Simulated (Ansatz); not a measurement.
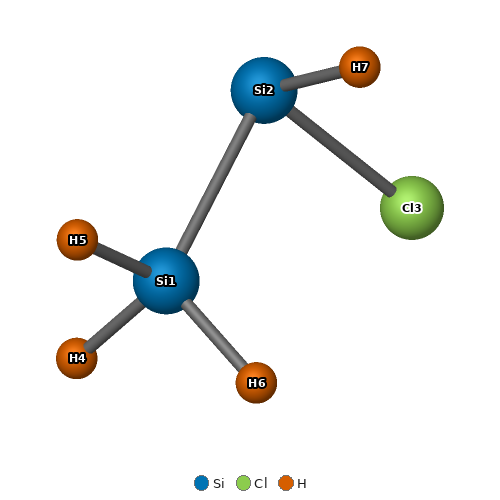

The system is ClH4Si2, SMILES [SiH3][SiH-]Cl, charge −1; the picture shows the reference structure. Coordinates scanned: (1) bond length Si1–H4; (2) bond length Si1–H6. Nothing is relaxed (all other coordinates rigid). Grid: 15 × 15 points. Energies: kJ/mol, counted from the relaxed molecule at the same level. Theory: RHF/def2-SVPD in Ansatz 0.2.0.

Its coordinates:

```xyz
7

Si   -0.7170    0.4126   -0.3153
Si    1.3691   -0.7840   -0.4266
Cl    0.9711   -2.1078    1.4144
H    -1.9004   -0.4010   -0.7513
H    -0.7132    1.5843   -1.2629
H    -1.1320    0.9992    1.0018
H     2.1224    0.2967    0.3399
```

Range: bond length Si1–H4 from 1.261 to 1.951 Å; bond length Si1–H6 from 1.320 to 1.875 Å.

### What landscape does the calculation give?

The lowest grid point is at bond length Si1–H4 = 1.507 Å, bond length Si1–H6 = 1.519 Å, 0.32 kJ/mol from the relaxed molecule at the same level. It is the only kind of minimum in the scanned range. The highest grid point, bond length Si1–H4 = 1.951 Å, bond length Si1–H6 = 1.875 Å, lies 170 kJ/mol above the lowest. Round the minimum the contours are nearly round: the two directions are equally stiff and uncoupled.

| bond length Si1–H6 ↓, bond length Si1–H4 → | 1.261 | 1.310 | 1.359 | 1.409 | 1.458 | 1.507 | 1.557 | 1.606 | 1.655 | 1.704 | 1.754 | 1.803 | 1.852 | 1.902 | 1.951 |
| --- | --- | --- | --- | --- | --- | --- | --- | --- | --- | --- | --- | --- | --- | --- | --- |
| 1.875 | 140 | 111 | 91 | 79 | 73 | 71 | 74 | 80 | 89 | 100 | 112 | 125 | 140 | 155 | 170 |
| 1.836 | 129 | 100 | 80 | 68 | 61 | 60 | 63 | 69 | 78 | 88 | 101 | 114 | 128 | 143 | 159 |
| 1.796 | 118 | 89 | 69 | 57 | 50 | 49 | 52 | 58 | 67 | 77 | 89 | 103 | 117 | 132 | 147 |
| 1.756 | 108 | 79 | 59 | 46 | 40 | 39 | 42 | 47 | 56 | 66 | 79 | 92 | 106 | 121 | 136 |
| 1.717 | 98 | 69 | 50 | 37 | 31 | 29 | 32 | 38 | 46 | 57 | 69 | 82 | 96 | 111 | 126 |
| 1.677 | 90 | 61 | 41 | 28 | 22 | 21 | 23 | 29 | 37 | 48 | 60 | 73 | 87 | 102 | 117 |
| 1.638 | 83 | 54 | 34 | 21 | 15 | 13 | 16 | 22 | 30 | 40 | 52 | 65 | 79 | 94 | 110 |
| 1.598 | 77 | 48 | 28 | 15 | 9 | 7 | 10 | 15 | 24 | 34 | 46 | 59 | 73 | 88 | 103 |
| 1.558 | 73 | 44 | 23 | 11 | 4 | 3 | 5 | 11 | 19 | 29 | 41 | 54 | 68 | 83 | 98 |
| 1.519 | 71 | 42 | 21 | 8 | 2 | 0 | 3 | 8 | 17 | 27 | 39 | 52 | 66 | 80 | 95 |
| 1.479 | 71 | 42 | 22 | 9 | 2 | 0 | 3 | 8 | 17 | 27 | 39 | 51 | 65 | 80 | 95 |
| 1.439 | 75 | 45 | 25 | 12 | 5 | 4 | 6 | 11 | 19 | 30 | 41 | 54 | 68 | 83 | 98 |
| 1.400 | 81 | 52 | 31 | 18 | 12 | 10 | 12 | 18 | 26 | 36 | 48 | 60 | 74 | 89 | 104 |
| 1.360 | 92 | 63 | 42 | 29 | 22 | 21 | 23 | 28 | 36 | 46 | 58 | 71 | 84 | 99 | 114 |
| 1.320 | 108 | 79 | 58 | 45 | 38 | 36 | 38 | 44 | 52 | 62 | 73 | 86 | 100 | 114 | 129 |

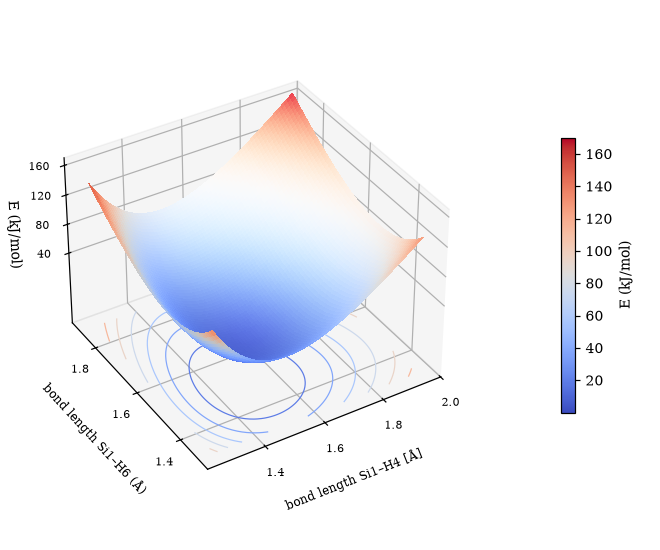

Drawn: a relief with its contours projected below. Between grid points the surface is interpolated.

Each point was launched as `ansatz run input.yaml --threads 1 --pin off --max-ram 2560MiB --backend cpu --events-out ev --progress --plain --runs-dir out`. Time for the 225 points that were run: 8 min on 1 thread of Arm Neoverse V2 (shared host).
